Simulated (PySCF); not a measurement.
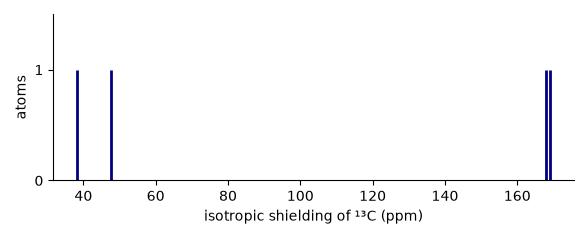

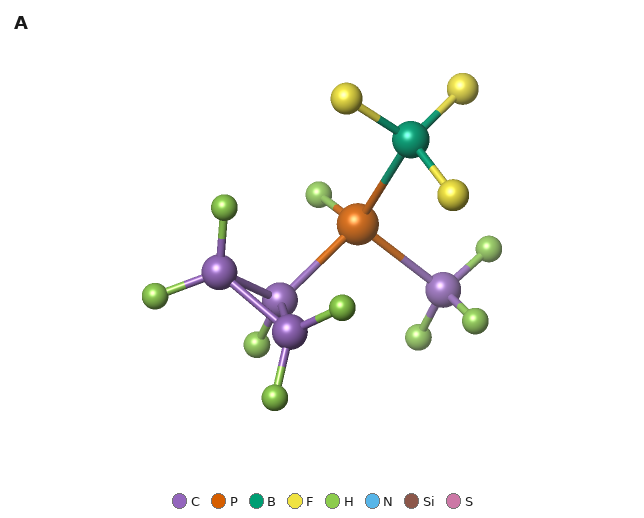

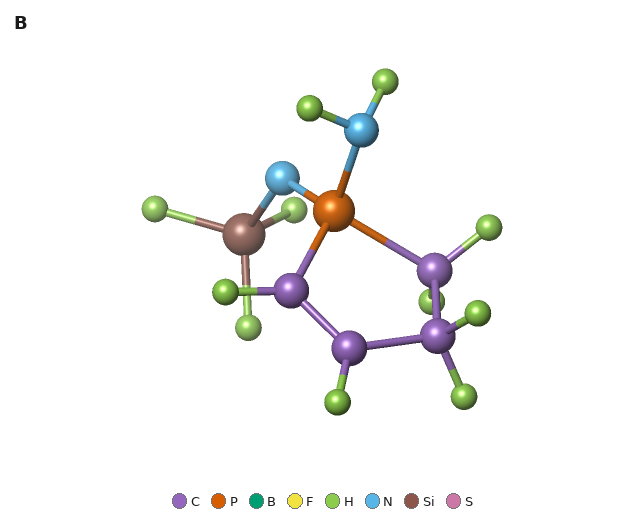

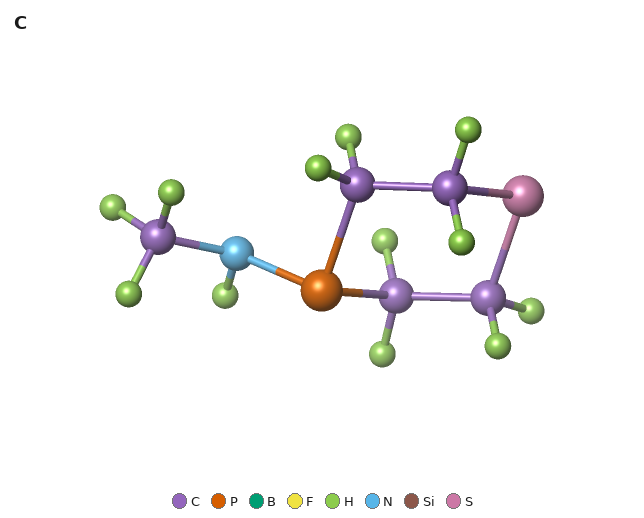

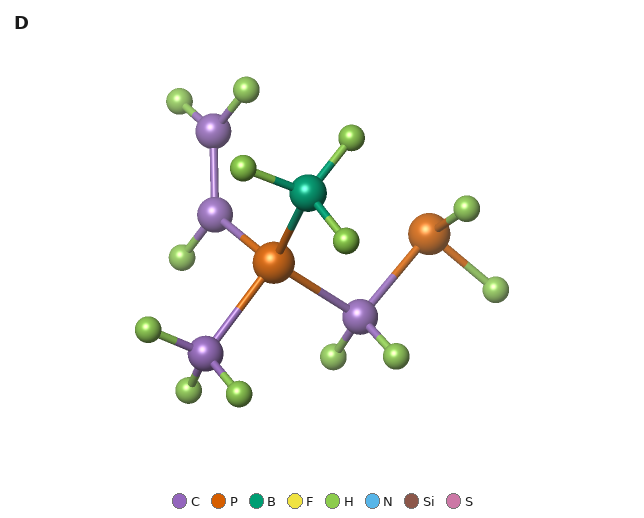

The sticks are computed shieldings of one of the molecules, for one fixed geometry (GFN2-xTB) without averaging over rotations. Low shielding means a high chemical shift. Method: GIAO PBE0/pcSseg-1 NMR shielding, non-relativistic, gas phase (PySCF 2.14.0).

### Match the spectrum to a structure.

D, `[BH3-][P@@+](C)(C=C)CP`. Its 4 C atoms give lines at 38.2, 47.8, 168.1, 169.0 ppm.

The geometry is semi-empirical. Around B, P, Si such bond lengths and angles can be off by a tenth of an ångström or more and by several degrees, and values that hang on the shape move with them.
